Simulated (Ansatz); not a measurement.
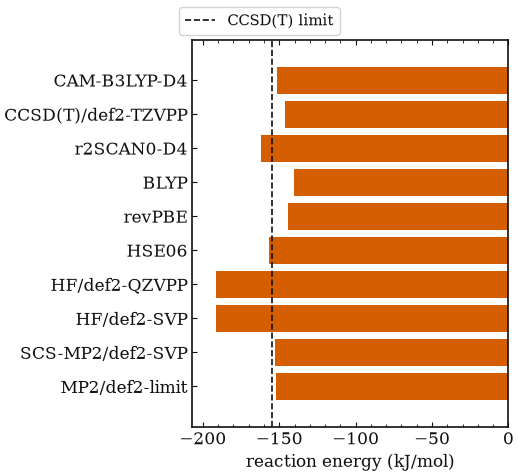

Electronic reaction energy of CdNH₃O ([NH2][Cd][OH]) + HBr (Br) → CdHOBr ([OH][Cd][Br]) + NH₃ (N) (SMILES in brackets) at several levels (functionals in def2-TZVPP unless a basis is named), isolated molecules at PBE0-D4 triple-zeta geometries, minima by their frequencies, no zero-point or thermal terms, the Ansatz code. The line is frozen-core CCSD(T) at the basis limit (MP2 extrapolated from triple and quadruple zeta, plus CCSD(T) less MP2 in a smaller set). No dispersion term is added to BLYP, revPBE and HSE06. The distance of CCSD(T)/def2-TZVPP, HF/def2-SVP and SCS-MP2/def2-SVP to the limit includes basis error. Core potentials past Kr. The limit lies 9.1 kJ/mol from CCSD(T)/def2-TZVPP, so the line itself is uncertain by a part of that.

Question: What do zero-point energy and temperature add?

Answer: Zero-point change 10.7 kJ/mol; at 298.15 K and 1 bar the CCSD(T) limit plus thermal terms gives an enthalpy of reaction of −144.1 and a free energy of −143.7 kJ/mol (harmonic PBE0-D4 modes, ideal gas).

Question: Give the values.

Answer:
```
             level  kJ/mol  less CCSD(T) limit
      CAM-B3LYP-D4  −151.6                 3.4
CCSD(T)/def2-TZVPP  −145.9                 9.1
        r2SCAN0-D4  −161.8                −6.8
              BLYP  −140.4                14.6
            revPBE  −144.4                10.6
             HSE06  −156.6                −1.5
     HF/def2-QZVPP  −191.2               −36.2
       HF/def2-SVP  −191.5               −36.5
  SCS-MP2/def2-SVP  −153.0                 2.0
    MP2/def2-limit  −152.3                 2.7
     CCSD(T) limit  −155.0                 0.0
```

Known limits of this run: no scalar relativity up to krypton; outer-core shells are correlated without core-valence functions, which makes the correlated values less sure.
